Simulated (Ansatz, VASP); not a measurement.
## Si (Silicon) in two plane-wave programs

Wanted: the spread between two codes on one cell, functional and k mesh. The cell is taken from a series of VASP runs on this material, whose earlier steps may have relaxed, scaled or displaced it; both programs get it as it stands. Other levels of theory on this material are compared in a session of their own. Valence electrons are named where the data sets of a main pair hold unlike numbers.

Main program and level: Ansatz 0.2.0; plane waves, with VASP 6.6.1 beside it; band structure at PBE.

## (1) The starting structure

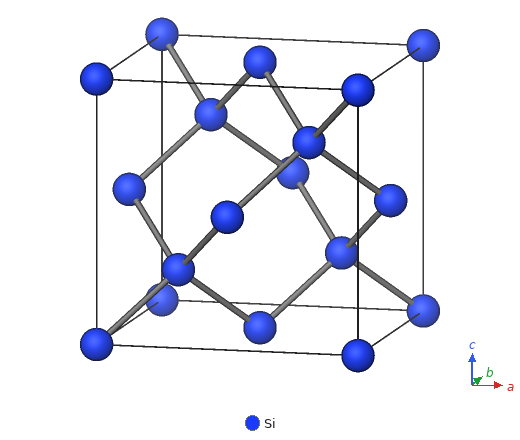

The starting structure, seen slightly off an axis (silicon blue). This picture shows the conventional cell, with its axes. Bonds to atoms that aren't drawn are left out. Some periodic images of atoms are drawn too.

## (2) Ansatz: band structure, PBE

Ansatz runs on its default PAW (the set named soft_2) files.

Levels along a path test the potential and the projectors away from the mesh points.

File input.yaml:

```yaml
crystal:
  lattice:
    - [0.0, 2.71548, 2.71548]
    - [2.71548, 0.0, 2.71548]
    - [2.71548, 2.71548, 0.0]
  atoms:
    - { symbol: Si, position: [0.75, 0.75, 0.75] }
    - { symbol: Si, position: [0.5, 0.5, 0.5] }
hamiltonian:
  xc: pbe
  pseudopotentials: { kind: paw }
kpoints:
  mp_grid: { grid: [8, 8, 8] }
  band_path:
    path:
      - [0.0, 0.0, 0.0]
      - [0.16667, 0.0, 0.16667]
      - [0.33333, 0.0, 0.33333]
      - [0.44444, 0.0, 0.44444]
      - [0.5, 0.0, 0.5]
      - [0.5, 0.08333, 0.58333]
      - [0.5, 0.19444, 0.69444]
      - [0.5, 0.25, 0.75]
      - [0.45833, 0.29167, 0.75]
      - [0.40278, 0.34722, 0.75]
      - [0.375, 0.375, 0.75]
      - [0.20833, 0.20833, 0.41667]
      - [0.08333, 0.08333, 0.16667]
      - [0.0, 0.0, 0.0]
      - [0.22222, 0.22222, 0.22222]
      - [0.38889, 0.38889, 0.38889]
      - [0.51389, 0.47222, 0.51389]
      - [0.55556, 0.38889, 0.55556]
      - [0.61111, 0.27778, 0.61111]
      - [0.61111, 0.25, 0.63889]
      - [0.56944, 0.25, 0.68056]
      - [0.51389, 0.25, 0.73611]
      - [0.5, 0.27778, 0.72222]
      - [0.5, 0.38889, 0.61111]
      - [0.5, 0.47222, 0.52778]
      - [0.48611, 0.48611, 0.52778]
      - [0.43056, 0.43056, 0.63889]
      - [0.38889, 0.38889, 0.72222]
      - [0.59722, 0.19444, 0.59722]
      - [0.55556, 0.11111, 0.55556]
      - [0.5, 0.0, 0.5]
    npoints: 1
scf:
  occupations: { method: gaussian, width: 0.03 }
  n_extra_bands: 7
output:
  forces: true
  stress: true
  eigenvalues: true
  write_density: true
  write_potential: true
  elf: true
  volumetric_format: npy
```

Run with:

```console
> ansatz run input.yaml --threads 2 --pin off --max-ram 4608MiB --backend cpu --events-out ev --progress --plain --runs-dir out
```

Numbers of over 12 decimals in the logs are rounded to 6 here.

Output:

```text
scf.n_extra_bands = 7 over 4 filled bands (N_el = 8.0): the run solves 11 bands
Engine: ansatz 0.2.0, aarch64-unknown-linux-gnu
Pseudopotentials: kind: paw
Pseudopotential: Si, paw, valence charge 4, recommended cutoff 420 eV (normal), Si.paw.azcp
Functional definition: PBE
  parameter kappa = 0.804
  parameter beta = 0.066725
  exchange = pbe_x(kappa = kappa, mu = beta*pi^2/3)
  correlation = pbe_c(beta = beta)
Crystal: 2 atoms, lattice volume = 40.047 Å³
Basis set: ecut = 420 eV, 749 PW (Γ), exchange–correlation on 54×54×54 points (8 copies of the dense FFT grid, shifted against one another)
Bands: 11, of which v1, the nominal top of the filled ones, is band 4 counted from 1 (3 counted from 0)
Symmetry: 48 space group operations
Space group: Fd-3m (ITA 227), of the structure as read, at distance tolerance 3.4e-5 Å
k-points: 29 of 512
Non-local potential: Si, projectors of the file, l = 0: 2, l = 1: 2, l = 2: 2
PAW form: soft (Blöchl's): semilocal exchange-correlation on the pseudo side does not see the compensation charge
PAW one-centre angular grid: Si, 110 points (default); XC on 64 Gauss nodes
Initial density: superposition of atomic densities (neutral atoms: chi_scale 0, normalization atom), corrected by the library's trained network
Initial wavefunctions: pseudopotential atomic-orbital guess
Functional: x = pbe(κ = 0.804, μ = 0.219515), c = pbe(β = 0.066725)
SCF iter   1: F=—  HF=-1271.610662 eV  |F-HF|=—  |Δ(HF+E_count)|=         —  Δρ=1.13e-3  dr2=2.72e-4  ethr=1.77e-3  ⟨swp⟩=5.9  Hψ=2484  notcnv=0  defer=2
preconditioner: auto → none  [insulator: Δε(μ)=0.615 eV  Ē_g=11.872 eV  σ=0.030 eV  W_gap=1.00  n_scr=8 (ndim 8)  ℏωp=16.6 eV  f_vac=0.000  D(μ)=0.00/eV (n_scr^D=0)  ε∞_Penn≈3.0]
SCF iter   2: F=—  HF=-1271.611027 eV  |F-HF|=—  |Δ(HF+E_count)|=   3.65e-4  Δρ=4.48e-4  dr2=4.01e-5  ethr=3.40e-6  ⟨swp⟩=2.2  Hψ=686  notcnv=0  defer=30
SCF iter   3: F=—  HF=-1271.611071 eV  |F-HF|=—  |Δ(HF+E_count)|=   4.37e-5  Δρ=1.09e-4  dr2=2.87e-6  ethr=5.01e-7  ⟨swp⟩=2.2  Hψ=377  notcnv=0  defer=30
SCF iter   4: F=—  HF=-1271.611073 eV  |F-HF|=—  |Δ(HF+E_count)|=   2.16e-6  Δρ=2.81e-5  dr2=2.63e-7  ethr=3.59e-8  ⟨swp⟩=2.0  Hψ=373  notcnv=0  defer=30
iter 5 did not close the SCF: its close was put off for the readings that it lacked (scf_convergence_deferred on its scf_iter line)
SCF iter   5: F=-1271.611073 eV  HF=-1271.611073 eV  |F-HF|=4.55e-10  |Δ(HF+E_count)|=   3.59e-8  Δρ=2.98e-6  dr2=1.94e-9  ethr=3.29e-9  ⟨swp⟩=2.0  Hψ=373  notcnv=0  defer=30
SCF iter   6: F=-1271.611073 eV  HF=-1271.611073 eV  |F-HF|=1.96e-11  |Δ(HF+E_count)|=  6.88e-10  Δρ=6.12e-7  dr2=9.77e-11  ethr=2.42e-11  ⟨swp⟩=8.4  Hψ=1833  notcnv=0
SCF 1 converged in 6 iterations: F = -1271.611073 eV  dr2 = 9.77e-11
  greatest PAW one-centre occupation: 0.634 electrons in one spin orbital (limit 2), on the Si atom at site 1 (counted from 0), in its partial waves of l = 0
NSCF: frozen V_eff on 31 k-points
SCF converged after 6 iterations
Free energy (F): -1271.611073 eV
Harris-Foulkes:  -1271.611073 eV  (|F-HF|=1.96e-11)
Internal energy: -1271.611073 eV  (E = F + TS)
E sigma→0 (E₀):  -1271.611073 eV
Fermi energy:    6.535838 eV
--- Per-component energies (eV) ---
  E_band       = 9.329874
  E_kinetic    = 80.862490
  E_local      = -54.847429  (includes V_loc(G=0)·N_el)
  E_nonlocal   = 52.020435
  E_hartree    = 14.927545
  E_xc         = -110.436387
  E_vxc        = -93.565970  (∫ρ·V_xc dr)
  E_paw        = -1025.616867  (= ΣΔE_a)
  E_vpaw       = -4.994801  (= ΣTr[D̂ρ^β])
  E_aug_tail   = 0.000012  (compensation charges beyond the density's cutoff)
  E_ewald      = -228.520872
  E_smearing   = -0.000000  (= −TS)
  E_closure    = 0.000000  (closes the sum)
  Σ components = -1271.611073   (vs F -1271.611073, Δ=0.00e0)
--- Forces (eV/Å), atoms counted from 1 ---
  atom   1  Si    -0.00000000    -0.00000000    -0.00000000
  atom   2  Si     0.00000000     0.00000000    -0.00000000
  max |Σ_I F_I| component: 2.78e-17 eV/Å
--- Stress (GPa, compression-positive) ---
        2.017900       0.000000      -0.000000
        0.000000       2.017900       0.000000
       -0.000000      -0.000000       2.017900
  P = ⅓ Tr σ = 2.0179 GPa (20.179 kbar)
--- Band table (eV; the first three rows and the last of 29) ---
  k-point 0: bands = [-5.7313, 6.2295, 6.2295, 6.2295, 8.7897, 8.7897, 8.7897, 9.5920, ... 3 higher]
  k-point 1: bands = [-5.5272, 4.6308, 5.9405, 5.9405, 8.7286, 9.2141, 9.2141, 10.9381, ... 3 higher]
  k-point 2: bands = [-4.9316, 2.3029, 5.4697, 5.4697, 8.2555, 9.7323, 9.7323, 13.1455, ... 3 higher]
  k-point 28: bands = [-1.4235, -1.4235, 2.3786, 2.3786, 10.4967, 10.4967, 11.2289, 11.2289, ... 3 higher]
```

The job ended after 1.5 s (2 threads of Arm Neoverse N1, shared host; peak memory 0.27 GiB; 2.4 s of CPU time).

## (3) VASP: band structure, PBE

The same cell, functional, mesh and smearing now go to VASP, with its own data sets.

Lines of VASP's logs that name or quote its potential files are left out, and so is its time.

File INCAR:

```
SYSTEM = Si
PREC = Accurate
ENCUT = 350
EDIFF = 1E-06
NELM = 100
ISMEAR = 0
SIGMA = 0.03
LREAL = .FALSE.
ALGO = Normal
GGA = PE
NBANDS = 16
LORBIT = 11
LWAVE = .FALSE.
LCHARG = .FALSE.
KPAR = 8
LASPH = .TRUE.
```

File POSCAR:

```
Si
1.0
    0.0000000000      2.7154800000      2.7154800000
    2.7154800000      0.0000000000      2.7154800000
    2.7154800000      2.7154800000      0.0000000000
Si
2
Direct
    0.7500000000      0.7500000000      0.7500000000
    0.5000000000      0.5000000000      0.5000000000
```

File KPOINTS:

```
Automatic mesh
0
Gamma
8 8 8
0 0 0
```

File KPOINTS_OPT:

```
Line mode
10
Line-mode
Reciprocal
  0.00000000   0.00000000   0.00000000 GAMMA
  0.50000000   0.00000000   0.50000000 X

  0.50000000   0.00000000   0.50000000 X
  0.50000000   0.25000000   0.75000000 W

  0.50000000   0.25000000   0.75000000 W
  0.37500000   0.37500000   0.75000000 K

  0.37500000   0.37500000   0.75000000 K
  0.00000000   0.00000000   0.00000000 GAMMA

  0.00000000   0.00000000   0.00000000 GAMMA
  0.50000000   0.50000000   0.50000000 L

  0.50000000   0.50000000   0.50000000 L
  0.62500000   0.25000000   0.62500000 U

  0.62500000   0.25000000   0.62500000 U
  0.50000000   0.25000000   0.75000000 W

  0.50000000   0.25000000   0.75000000 W
  0.50000000   0.50000000   0.50000000 L

  0.50000000   0.50000000   0.50000000 L
  0.37500000   0.37500000   0.75000000 K

  0.62500000   0.25000000   0.62500000 U
  0.50000000   0.00000000   0.50000000 X
```

The projector-augmented-wave data sets are Si (PBE family, release 64).

Run with:

```console
> mpirun -np 8 vasp_std
```

Output:

```text
[banner, memory and clock lines left out]
running    8 mpi-ranks, on    1 nodes
 distrk:  each k-point on    1 cores,    8 groups
 distr:  one band on    1 cores,    1 groups

 POSCAR found type information on POSCAR Si
 POSCAR found :  1 types and       2 ions
|                                                                             |
|           W    W    AA    RRRRR   N    N  II  N    N   GGGG   !!!           |
|           W    W   A  A   R    R  NN   N  II  NN   N  G    G  !!!           |
|           W    W  A    A  R    R  N N  N  II  N N  N  G       !!!           |
|           W WW W  AAAAAA  RRRRR   N  N N  II  N  N N  G  GGG   !            |
|           WW  WW  A    A  R   R   N   NN  II  N   NN  G    G                |
|           W    W  A    A  R    R  N    N  II  N    N   GGGG   !!!           |
|                                                                             |
|     For optimal performance we recommend to set                             |
|       NCORE = 2 up to number-of-cores-per-socket                            |
|     NCORE specifies how many cores store one orbital (NPAR=cpu/NCORE).      |
|     This setting can greatly improve the performance of VASP for DFT.       |
|     The default, NCORE=1 might be grossly inefficient on modern             |
|     multi-core architectures or massively parallel machines. Do your        |
|     Unfortunately you need to use the default for GW and RPA                |
|     calculations (for HF NCORE is supported but not extensively tested      |
|     yet).                                                                   |
|                                                                             |

 LDA part: xc-table for (Slater+PW92), standard interpolation
 POSCAR, INCAR and KPOINTS ok, starting setup
 FFT: planning ... GRIDC
 FFT: planning ... GRID_SOFT
 FFT: planning ... GRID
 WAVECAR not read
 entering main loop
       N       E                     dE             d eps       ncg     rms          rms(c)
DAV:   1     0.490065359259E+01    0.49007E+01   -0.23861E+03   928   0.290E+02
DAV:   2    -0.106455774252E+02   -0.15546E+02   -0.15001E+02  1312   0.650E+01
DAV:   3    -0.110176551905E+02   -0.37208E+00   -0.37177E+00  1088   0.814E+00
DAV:   4    -0.110196664316E+02   -0.20112E-02   -0.20112E-02  1288   0.764E-01
DAV:   5    -0.110196827812E+02   -0.16350E-04   -0.16350E-04  1128   0.624E-02    0.491E+00
DAV:   6    -0.108945331468E+02    0.12515E+00   -0.57403E-02  1200   0.750E-01    0.298E+00
DAV:   7    -0.108374235203E+02    0.57110E-01   -0.11470E-01  1168   0.113E+00    0.181E-01
DAV:   8    -0.108387492906E+02   -0.13258E-02   -0.57744E-03  1024   0.299E-01    0.921E-02
DAV:   9    -0.108389446055E+02   -0.19531E-03   -0.14515E-04  1288   0.550E-02    0.634E-02
DAV:  10    -0.108389675962E+02   -0.22991E-04   -0.12935E-05  1072   0.158E-02    0.656E-03
DAV:  11    -0.108389698475E+02   -0.22513E-05   -0.41985E-06  1272   0.791E-03    0.563E-03
DAV:  12    -0.108389698911E+02   -0.43612E-07   -0.50376E-07  1048   0.334E-03
   1 F= -.10838970E+02 E0= -.10838970E+02  d E =-.106953E-22
 Start KPOINTS_OPT (optional k-point list driver)
k-point batch [1-29\100]
       N       E                     dE             ncg
DAV:   1     0.617458934216E+03   -0.54878E+04      928
DAV:   2     0.162307985922E+03   -0.45515E+03     1248
DAV:   3     0.151324141461E+03   -0.10984E+02     1248
DAV:   4     0.151265554490E+03   -0.58587E-01     1184
DAV:   5     0.151265096384E+03   -0.45811E-03     1248
DAV:   6     0.151265091815E+03   -0.45692E-05     1224
DAV:   7     0.151265091769E+03   -0.45538E-07     1008
[...]
k-point batch [88-100\100]
       N       E                     dE             ncg
DAV:   1     0.374665477709E+04   -0.31122E+04      416
DAV:   2     0.354649960240E+04   -0.20016E+03      592
DAV:   3     0.354188528419E+04   -0.46143E+01      520
DAV:   4     0.354186185051E+04   -0.23434E-01      560
DAV:   5     0.354186167044E+04   -0.18007E-03      520
DAV:   6     0.354186166862E+04   -0.18170E-05      568
DAV:   7     0.354186166860E+04   -0.18770E-07      448
```

From OUTCAR (step 3):

```text
ion  position               nearest neighbor table
   1  0.750  0.750  0.750-   2 2.35   2 2.35   2 2.35   2 2.35
   2  0.500  0.500  0.500-   1 2.35   1 2.35   1 2.35   1 2.35

  LATTYP: Found a face centered cubic cell.
 ALAT       =     5.4309600000

 Subroutine GETGRP returns: Found 48 space group operations
 (whereof 24 operations were pure point group operations)

The static configuration has the point symmetry T_d .
 The point group associated with its full space group is O_h .

 Found     29 irreducible k-points:

   k-points           NKPTS =     29   k-points in BZ     NKDIM =     29   number of bands    NBANDS=     16

   dimension x,y,z NGX =    24 NGY =   24 NGZ =   24
   dimension x,y,z NGXF=    48 NGYF=   48 NGZF=   48

   ENCUT  =  350.0 eV  25.72 Ry    5.07 a.u.   5.86  5.86  5.86*2*pi/ulx,y,z

   NELECT =       8.0000    total number of electrons

 k-points in reciprocal lattice and weights: Automatic mesh
   0.00000000  0.00000000  0.00000000       0.002
   0.12500000  0.00000000  0.00000000       0.016
   0.25000000  0.00000000  0.00000000       0.016
   0.37500000  0.00000000  0.00000000       0.016
   0.50000000  0.00000000  0.00000000       0.008
   0.12500000  0.12500000  0.00000000       0.012
   0.25000000  0.12500000  0.00000000       0.047
   0.37500000  0.12500000  0.00000000       0.047
   0.50000000  0.12500000  0.00000000       0.047
[...]
-0.37500000  0.50000000  0.12500000       0.023
  -0.25000000  0.50000000  0.25000000       0.012

 average (electrostatic) potential at core
       1 -83.2475       2 -83.2475

 E-fermi :   6.0250

 k-point     1 :       0.0000    0.0000    0.0000
  band No.  band energies     occupation
      1      -6.1308      2.00000
      2       5.8267      2.00000
      3       5.8267      2.00000
      4       5.8267      2.00000
      5       8.3922      0.00000
      6       8.3922      0.00000
      7       8.3922      0.00000
      8       9.1980      0.00000
      9      13.5491      0.00000
    ...

 k-point     2 :       0.1250    0.0000    0.0000
  band No.  band energies     occupation
      1      -5.9267      2.00000
      2       4.2298      2.00000
      3       5.5383      2.00000
      4       5.5383      2.00000
      5       8.3317      0.00000
      6       8.8169      0.00000
      7       8.8169      0.00000
      8      10.5424      0.00000
      9      13.0709      0.00000
    ...

 k-point     3 :       0.2500    0.0000    0.0000
  band No.  band energies     occupation
      1      -5.3311      2.00000
      2       1.9023      2.00000
      3       5.0680      2.00000
      4       5.0680      2.00000
      5       7.8585      0.00000
      6       9.3349      0.00000
      7       9.3349      0.00000
      8      12.7493      0.00000
      9      13.0267      0.00000
    ...

  Total        0.4720239      0.4720239      0.4720239     -0.0000000     -0.0000000      0.0000000
  in kB       18.8844669     18.8844669     18.8844669     -0.0000000     -0.0000000      0.0000000
  external PRESSURE =      18.8844669 kB  Pullay stress =       0.0000000 kB

  energy-cutoff  :      350.00
  volume of cell :       40.05
      direct lattice vectors                 reciprocal lattice vectors
     0.000000000  2.715480000  2.715480000    -0.184129509  0.184129509  0.184129509
     2.715480000  0.000000000  2.715480000     0.184129509 -0.184129509  0.184129509
     2.715480000  2.715480000  0.000000000     0.184129509  0.184129509 -0.184129509

 POSITION                                       TOTAL-FORCE (eV/Angst)
 -----------------------------------------------------------------------------------
      4.07322      4.07322      4.07322        -0.000000     -0.000000      0.000000
      2.71548      2.71548      2.71548         0.000000      0.000000     -0.000000
 -----------------------------------------------------------------------------------
    total drift:                                0.000000      0.000000      0.000000

  FREE ENERGIE OF THE ION-ELECTRON SYSTEM (eV)
  ---------------------------------------------------
  free  energy   TOTEN  =       -10.8389698911 eV

  energy  without entropy=      -10.8389698911  energy(sigma->0) =      -10.83896989

 total charge
# of ion       s       p       d       tot
------------------------------------------
    1        0.751   0.944   0.000   1.695
    2        0.751   0.944   0.000   1.695
--------------------------------------------------
tot          1.501   1.888   0.000   3.389

[... 3 further parts left out ...]
```

The run ends at a pressure of 1.89 GPa.

## (4) Differences

Known differences besides the potentials themselves: the cutoff is 420 eV in Ansatz and 350 eV in VASP. Total energies have different zeros and are not compared.

Both answers:

| quantity | Ansatz | VASP | difference |
| --- | --- | --- | --- |
| pressure (GPa) | 2.02 | 1.89 | +0.13 |
| gap over the path points (eV) | 0.582 | 0.585 | -0.003 |

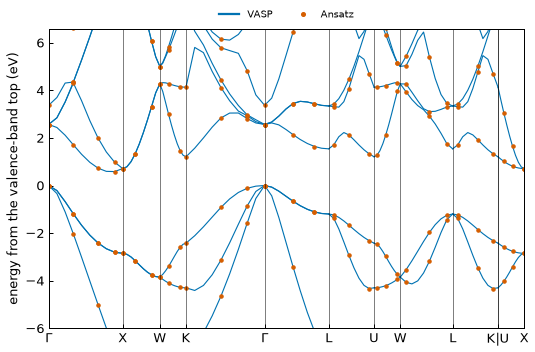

Bands from VASP (lines) and levels from Ansatz (dots). Dots without a line are higher empty bands that the VASP plot leaves out.

Levels at points of the path, from each program's valence-band top (eV; 4 filled, then empty):

| k (reciprocal lattice) | Ansatz | VASP |
| --- | --- | --- |
| 0.000 0.000 0.000 | -11.96 0.00 0.00 0.00 2.56 2.56 2.56 | -11.96 0.00 0.00 0.00 2.56 2.56 2.56 |
| 0.167 0.000 0.167 | -11.48 -2.04 -1.19 -1.19 1.70 4.30 4.34 | -11.47 -2.04 -1.19 -1.19 1.71 4.30 4.35 |
| 0.333 0.000 0.333 | -10.06 -5.01 -2.42 -2.42 0.72 1.99 7.26 | -10.05 -5.01 -2.42 -2.42 0.73 1.99 7.27 |
| 0.444 0.000 0.444 | -8.64 -6.93 -2.80 -2.80 0.58 0.98 9.34 | -8.64 -6.92 -2.80 -2.80 0.58 0.98 9.35 |
| 0.500 0.000 0.500 | -7.82 -7.82 -2.85 -2.85 0.71 0.71 10.10 | -7.81 -7.81 -2.85 -2.85 0.71 0.71 10.12 |
| 0.500 0.083 0.583 | -7.78 -7.78 -3.16 -3.16 1.32 1.32 8.91 | -7.78 -7.78 -3.16 -3.16 1.32 1.32 8.92 |
| 0.500 0.194 0.694 | -7.67 -7.67 -3.76 -3.76 3.31 3.31 6.06 | -7.67 -7.67 -3.75 -3.75 3.32 3.32 6.07 |
| 0.500 0.250 0.750 | -7.65 -7.65 -3.85 -3.85 4.27 4.27 5.00 | -7.65 -7.65 -3.85 -3.85 4.27 4.27 5.01 |
| 0.458 0.292 0.750 | -7.97 -7.37 -4.10 -3.40 3.00 4.28 5.69 | -7.97 -7.37 -4.09 -3.40 3.00 4.28 5.70 |
| 0.403 0.347 0.750 | -8.20 -7.24 -4.28 -2.59 1.46 4.14 6.99 | -8.20 -7.24 -4.28 -2.59 1.46 4.15 6.99 |

Among the levels compared at these points, filled levels agree within 4 meV and empty ones within 12 meV.

## (5) Results

* largest difference of a filled level at the path points (band structure, PBE): 3.6 meV

**Reading.** The largest difference of a filled level at the path points is 3.6 meV (band structure, PBE), within the 80 meV picked in this series as the mark of a large difference. 6 further runs of this series are not shown here. How closely two codes agree says nothing of how well the functional describes the real material.

[Lines on the potential files, build, host, timing and source positions are cut from VASP's logs without a mark.]

[Logs are printed without paths, hosts, clocks, repeated set-up lines and the standing remarks that a program may print on its own settings, such as how far it seeks lower states.]

[Hosts, paths, dates, database ids (printed as entryN), source tags and the programs' standing remarks are cut or masked in the printed files.]
